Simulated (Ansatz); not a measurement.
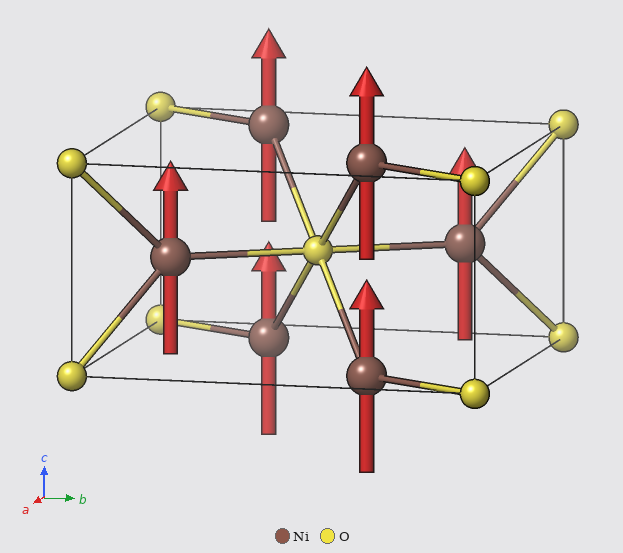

An orthographic ball-and-stick view of the structure, slightly off an axis. The simulation cell is drawn as a box. Arrows are the site magnetic moments above 0.25 μB (those induced on non-metal atoms are left out); longer means larger, and red and blue are up and down (without spin-orbit coupling the axis itself is arbitrary).

This is the state reached for Ni2O. Theory: DFT PBE, scalar-relativistic, plane waves, PAW in Ansatz 0.2.0. Numerical settings: plane-wave cutoff 420 eV, k-point mesh 8×8×14, Gaussian smearing of 0.1 eV, collinear spins.

Question: What is the magnetic arrangement?

Answer: Ferromagnetic (within this cell). Site moments: 4 Ni +0.9 μB. The net spin moment of the whole cell is 3.9 μB, including what lies between the atoms and on sites without an arrow.

The model was built from a textbook structure type filled with these elements (whether it is the usual form wasn't checked). The final geometry of a relaxation with Ansatz 0.2.0, DFT PBE, scalar-relativistic, plane waves, PAW is shown.
